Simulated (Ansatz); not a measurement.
**ClF3H2Hf: density, localisation and related maps**

Input file:

```
crystal:
  periodic: [false, false, false]
  atoms:
    - {symbol: Hf, position_ang: [-0.640800, 0.133248, -0.499119]}
    - {symbol: Cl, position_ang: [2.126296, -0.226079, 0.677280]}
    - {symbol: F, position_ang: [0.044717, -1.301199, -1.541738]}
    - {symbol: F, position_ang: [-2.463777, 0.294920, -0.974179]}
    - {symbol: F, position_ang: [0.128710, 1.846975, -0.789653]}
    - {symbol: H, position_ang: [1.596224, -0.458387, 1.823390]}
    - {symbol: H, position_ang: [-0.791369, -0.289677, 1.304120]}
basis:
  gaussian: {orbitals: def2-TZVPP}
hamiltonian: {xc: pbe0, dispersion: d4}
output: {orbitals: {seedname: orbitals}}
```

Command:

```sh
ansatz run in.yaml --threads 8 --pin off --events-out ev --progress --plain --max-ram 19148MiB
```

The product side of a reaction path; geometry: PBE0-D4/def2-TZVP; a saddle point, not a minimum; core potentials replace the inner electrons of Hf.

Computed with RKS PBE0-D4/def2-TZVPP in Ansatz 0.2.0.

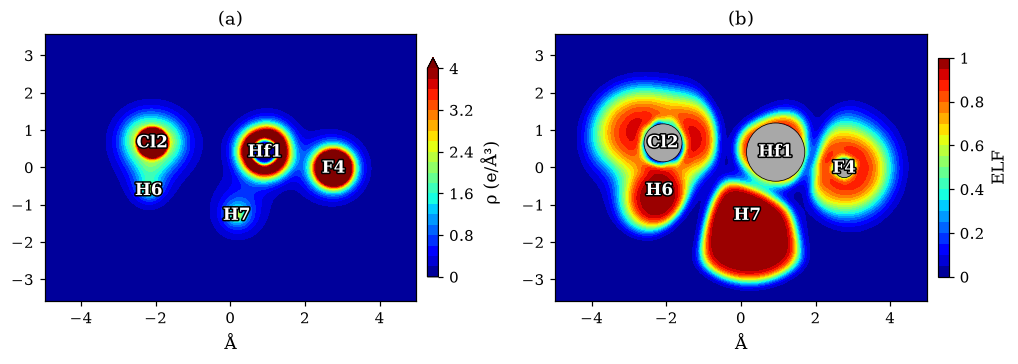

Figure 1. (a) electron density; (b) electron localisation function on the plane of atoms Cl2, Hf1 and F4. Grey discs cover the atomic cores in the ELF map.

### What do the fields say about this system?

The section cuts through Hf, Cl, F and H sites. Hf–F (1.89 Å): the density is about 0.97 e/Å³ at the midpoint; the ELF peaks at about 0.85 in the valence shell of F, 0.5 Å from its nucleus, and drops to about 0.20 between the two atoms. Hf–Cl (3.03 Å): ρ is about 0.14 e/Å³ halfway; the ELF peaks at about 0.90 in the valence shell of Cl, 0.9 Å from its nucleus, and is about 0.15 at the midpoint. Cl–H (1.28 Å): the density is about 2 e/Å³ at the midpoint; the ELF climbs to about 1 towards the hydrogen, as it does in any bond to H. Hf–H (1.86 Å): the density is about 0.9 e/Å³ at the midpoint; the ELF climbs to about 1 towards the hydrogen.

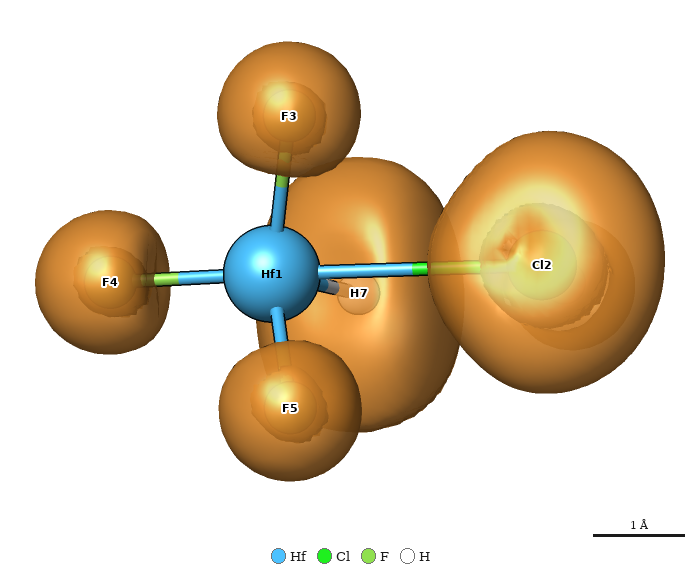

Figure 2. Isosurface of the ELF at 0.75 (orange), seen from one side. Core shells and regions of very low density are left out.

### Identify the bonds, lone pairs and shells in this picture.

The surface consists of one region around a hydrogen nucleus, three regions wrapped around F (the valence shell of each) and one joined region spread over several atoms (Cl, H), in which their bonds and any lone pairs are merged.

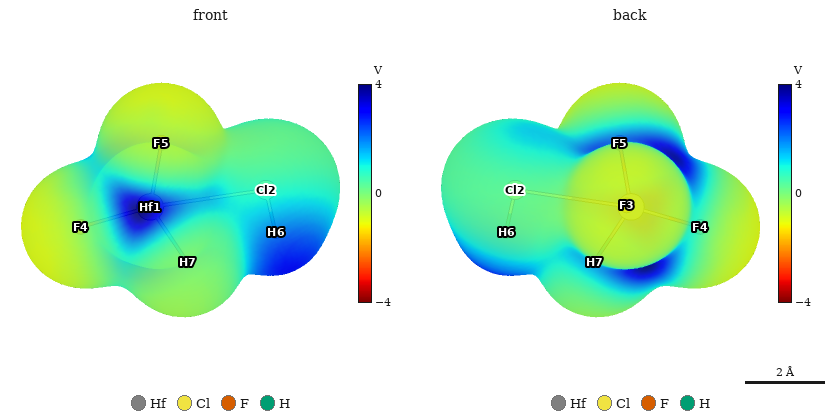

Figure 3. The electrostatic potential painted on the density surface at 0.002 e/bohr³, seen from the front and from behind; red is negative and blue positive.

### Describe the electrostatic potential map.

The most negative region (about −1.0 V) lies over F3, F4 and F5, the most positive (about +3.7 V) over Hf1.
